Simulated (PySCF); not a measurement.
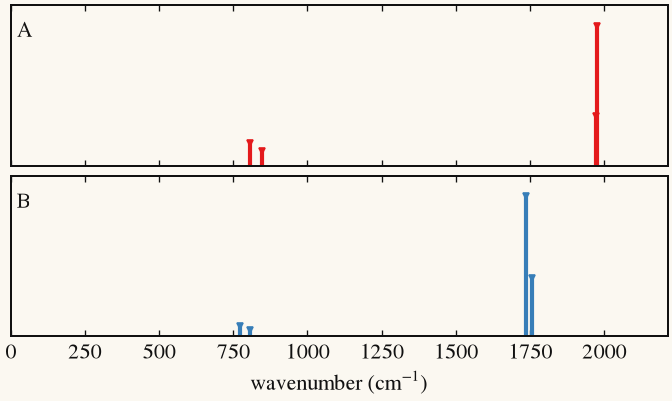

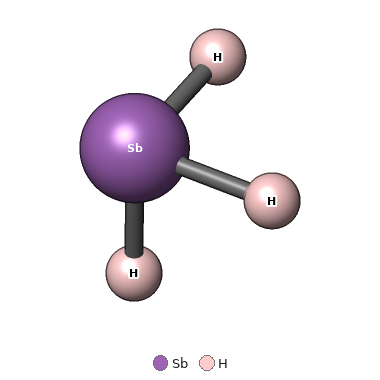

Harmonic infrared lines of SbH₃ and BiH₃, all C3v singlets, each the lowest point that its search found (SbH₃ is drawn); the central atom changes down one group of the periodic table. PBE0/x2c-TZVP, PySCF, unscaled, no spin-orbit coupling; each panel is scaled to its strongest line, degenerate modes are one line with their intensities summed, and dots on the axis are modes too weak to show or inactive.

Which panel belongs to which molecule?

Answer. A: SbH₃ (strongest line 1977.4 cm⁻¹); B: BiH₃ (strongest line 1737.6 cm⁻¹).

How do the bond length and the stretches change along the series?

Answer. Mean bond length: SbH₃ 1.708, BiH₃ 1.815 Å, rising down the group. Highest e mode: SbH₃ 1977, BiH₃ 1738 cm⁻¹, falling down the group.

Caveats, for all or some of the runs: spin-orbit coupling is left out, and with Bi it can shift these values.
